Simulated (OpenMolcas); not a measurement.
## Energy and gradient calculation of CH$_{6}$Ge (part 1 of 2)

System: CH$_{6}$Ge, SMILES [CH3][GeH3].
Method: PBE/def2-SVPD, RKS (OpenMolcas 26.06).

The geometry comes from this level: PBE0-D4/def2-TZVP.

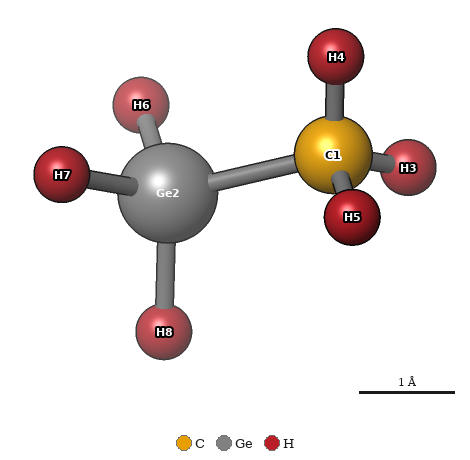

Fig. 1: The structure as given in the input (ball-and-stick view, seen at a tilt; atoms are numbered from 1 in the order of the input). Sticks mark near contacts.

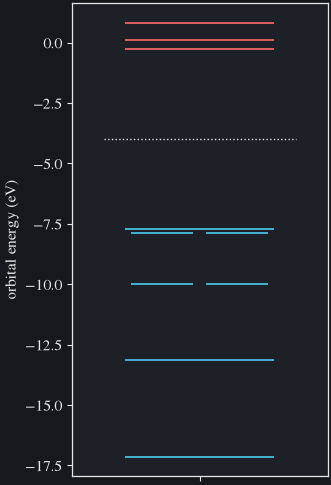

Fig. 2: Orbital energies near the frontier; the dotted line parts filled from empty levels, and levels within 0.02 eV of each other stand side by side. Highest filled −7.71 eV, lowest empty −0.28 eV, 7.43 eV apart.

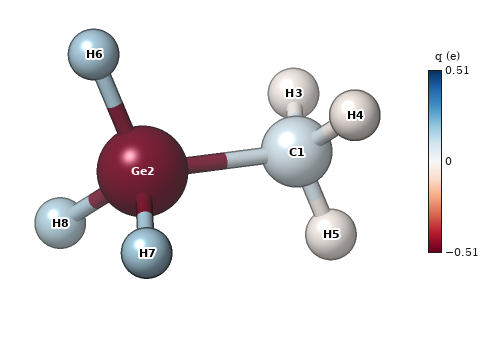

Fig. 3: Mulliken charges, as the colour of each atom (ball-and-stick view, seen at a tilt; atoms are numbered from 1 in the order of the input). By element: C +0.10, Ge −0.49 and H −0.03 to +0.16 e.

The input and output of the run follow.

**Input file**
```
* CH6Ge Kohn-Sham DFT

&GATEWAY
  BasLib
  $CurrDir
  Coord
  8
  angstrom
  C       -0.310900       0.190300      -0.971400
  Ge       0.296900      -0.181900       0.846700
  H       -1.380100       0.404200      -0.976500
  H        0.218800       1.052200      -1.378400
  H       -0.124600      -0.669400      -1.616000
  H        0.030700       1.028200       1.760100
  H        1.807100      -0.479600       0.857700
  H       -0.445700      -1.401200       1.422100
  Basis
  def2-SVPD
  Group
  NoSym

&SEWARD
  GridInput
  Grid=UltraFine
  End of Grid

&SCF
  KSDFT
  PBE
  Thresholds
  1e-10 1e-07 1e-07 1e-05
  PrOrbitals
  1 1

&ALASKA
```

Command:
```bash
export MOLCAS_MEM=1860
pymolcas job.input > job.log
```

**The program's output**
```
--- Start Module: gateway ---

                                              &GATEWAY

                       available to each process: 1.9 GB of memory, 1 thread

 Basis Set     1 Label: C.DEF2-SVPD
 Basis set is read from library:.
 basistype.tbl is not found

 Basis Set     2 Label: GE.DEF2-SVPD
 Basis set is read from library:.
 basistype.tbl is not found

 Basis Set     3 Label: H.DEF2-SVPD
 Basis set is read from library:.
 basistype.tbl is not found

++    Symmetry information:
      ---------------------

                    Character Table for C1

                             E
                    a        1  x, y, xy, Rz, z, xz, Ry, yz, Rx, I
--

++    Basis set information:
      ----------------------

      Basis set label: C.DEF2-SVPD.........

      Electronic valence basis set:
      ------------------
      Associated Effective Charge   6.000000 au
      Associated Actual Charge      6.000000 au
      Nuclear Model: Point charge

      Shell  nPrim  nBasis  Cartesian Spherical Contaminant
         s       8       4        X
         p       4       2        X
         d       2       2                 X

      Basis set label: GE.DEF2-SVPD.........

      Electronic valence basis set:
      ------------------
      Associated Effective Charge  32.000000 au
      Associated Actual Charge     32.000000 au
      Nuclear Model: Point charge

      Shell  nPrim  nBasis  Cartesian Spherical Contaminant
         s      15       6        X
         p      10       4        X
         d       7       4                 X

      Basis set label: H.DEF2-SVPD.........

      Electronic valence basis set:
      ------------------
      Associated Effective Charge   1.000000 au
      Associated Actual Charge      1.000000 au
      Nuclear Model: Point charge

      Shell  nPrim  nBasis  Cartesian Spherical Contaminant
         s       4       2        X
         p       2       2        X
--

++    Molecular structure info:
      -------------------------

                    ************************************************
                    **** Cartesian Coordinates / bohr, angstrom ****
                    ************************************************

     Center  Label                x              y              z                     x              y              z
        1      C1              -0.587516       0.359615      -1.835680             -0.310900       0.190300      -0.971400
        2      GE2              0.561060      -0.343741       1.600031              0.296900      -0.181900       0.846700
        3      H3              -2.608011       0.763827      -1.845318             -1.380100       0.404200      -0.976500
        4      H4               0.413472       1.988370      -2.604798              0.218800       1.052200      -1.378400
        5      H5              -0.235460      -1.264983      -3.053797             -0.124600      -0.669400      -1.616000
        6      H6               0.058015       1.943016       3.326107              0.030700       1.028200       1.760100
        7      H7               3.414924      -0.906313       1.620818              1.807100      -0.479600       0.857700
        8      H8              -0.842251      -2.647884       2.687380             -0.445700      -1.401200       1.422100

                    ***************************************
                    *    InterNuclear Distances / bohr    *
                    ***************************************

               1 C1            2 GE2           3 H3            4 H4            5 H5            6 H6
    1 C1       0.000000
    2 GE2      3.690264        0.000000
    3 H3       2.060554        4.810420        0.000000
    4 H4       2.060670        4.810521        3.347488        0.000000
    5 H5       2.060842        4.810535        3.347461        3.347688        0.000000
    6 H6       5.437639        2.908892        5.936481        5.941721        7.147067        0.000000
    7 H7       5.437782        2.908859        7.146972        5.936644        5.941883        4.721814
    8 H8       5.437647        2.908725        5.941635        7.146946        5.936474        4.721739

               7 H7            8 H8
    7 H7       0.000000
    8 H8       4.721670        0.000000

                    *******************************************
                    *    InterNuclear Distances / angstrom    *
                    *******************************************

               1 C1            2 GE2           3 H3            4 H4            5 H5            6 H6
    1 C1       0.000000
    2 GE2      1.952803        0.000000
    3 H3       1.090398        2.545565        0.000000
    4 H4       1.090460        2.545618        1.771414        0.000000
    5 H5       1.090551        2.545626        1.771400        1.771520        0.000000
    6 H6       2.877474        1.539319        3.141451        3.144223        3.782065        0.000000
    7 H7       2.877550        1.539302        3.782015        3.141536        3.144309        2.498676
    8 H8       2.877479        1.539231        3.144178        3.782001        3.141447        2.498637

               7 H7            8 H8
    7 H7       0.000000
    8 H8       2.498600        0.000000

                    **************************************
                    *    Valence Bond Angles / degree    *
                    **************************************
                          Atom centers                 Phi
                      3 H3       1 C1       4 H4       108.63
                      3 H3       1 C1       5 H5       108.63
                      4 H4       1 C1       5 H5       108.63
                      6 H6       2 GE2      7 H7       108.51
                      6 H6       2 GE2      8 H8       108.51
                      7 H7       2 GE2      8 H8       108.51
--

            Nuclear Potential Energy            119.99490693 au

--- Stop Module: gateway /rc=_RC_ALL_IS_WELL_ ---

--- Start Module: seward ---

                                              &SEWARD

                       available to each process: 1.9 GB of memory, 1 thread

               SEWARD will generate:
                  Multipole Moment integrals up to order  2
                  Kinetic Energy integrals
                  Nuclear Attraction integrals (point charge)
                  One-Electron Hamiltonian integrals
                  Velocity integrals
                  Orbital angular momentum around (  0.3765  -0.2307   1.0480 )
                  Velocity quadrupole around (  0.3765  -0.2307   1.0480 )
                  Two-Electron Repulsion integrals

                   Integrals are discarded if absolute value <: 1.00E-14
                   Integral cutoff threshold is set to       <: 1.00E-16

            Nuclear Potential Energy            119.99490693 au

      Basis set specifications :
      Symmetry species         a
      Basis functions          106

--- Stop Module: seward /rc=_RC_ALL_IS_WELL_ ---
--- Module seward spent 3 seconds ---

--- Start Module: scf ---

                                                &SCF

                       available to each process: 1.9 GB of memory, 1 thread

 ###############################################################################
 ###     Minimized-density-differences option turned off!                    ###
 ###############################################################################
++    Input section:
      --------------

      Header of the integral files:

      Cartesian coordinates in angstrom:
      -----------------------------------------------------
      No.  Label        X            Y            Z
      -----------------------------------------------------
       1   C1        -0.31090000   0.19030000  -0.97140000
       2   GE2        0.29690000  -0.18190000   0.84670000
       3   H3        -1.38010000   0.40420000  -0.97650000
       4   H4         0.21880000   1.05220000  -1.37840000
       5   H5        -0.12460000  -0.66940000  -1.61600000
       6   H6         0.03070000   1.02820000   1.76010000
       7   H7         1.80710000  -0.47960000   0.85770000
       8   H8        -0.44570000  -1.40120000   1.42210000
      -----------------------------------------------------
      Nuclear repulsion energy =  119.99490693
--

++    Orbital specifications:
      -----------------------

      Symmetry species               1
                                     a
      Frozen orbitals                0
      Occupied orbitals             22
      Secondary orbitals            84
      Deleted orbitals               0
      Total number of orbitals     106
      Number of basis functions    106
--

      Molecular charge                           0.000

      Numerical integration parameters
      --------------------------------
      Radial quadrature type:                         MHL
      Size of radial grid:                            99
      Lebedev angular grid:                           41
      Angular grid pruned with the crowding factor:  1.00E+10
                                 and fading factor:  1.00E+01
      Screening threshold for integral computation:   1.00E-11
      Radial quadrature accuracy:                     1.00E-25
      Maximum batch size:                             128
      AO values are stored on disk
      The same grid will be used for all iterations.

      DFT functional specifications
      -----------------------------
      Using Libxc version: 6.2.2
      Please cite the following reference:
      S. Lehtola, C. Steigemann, M. J.T. Oliveira, and M. A.L. Marques.,  SoftwareX 7, 1–5 (2018) doi:10.1016/j.softx.2017.11.002

      * Perdew, Burke & Ernzerhof
        - J. P. Perdew, K. Burke, and M. Ernzerhof.,  Phys. Rev. Lett. 77, 3865 (1996) doi:10.1103/PhysRevLett.77.3865
        - J. P. Perdew, K. Burke, and M. Ernzerhof.,  Phys. Rev. Lett. 78, 1396 (1997) doi:10.1103/PhysRevLett.78.1396
      * Perdew, Burke & Ernzerhof
        - J. P. Perdew, K. Burke, and M. Ernzerhof.,  Phys. Rev. Lett. 77, 3865 (1996) doi:10.1103/PhysRevLett.77.3865
        - J. P. Perdew, K. Burke, and M. Ernzerhof.,  Phys. Rev. Lett. 78, 1396 (1997) doi:10.1103/PhysRevLett.78.1396

++    Optimization specifications:
      ----------------------------
```
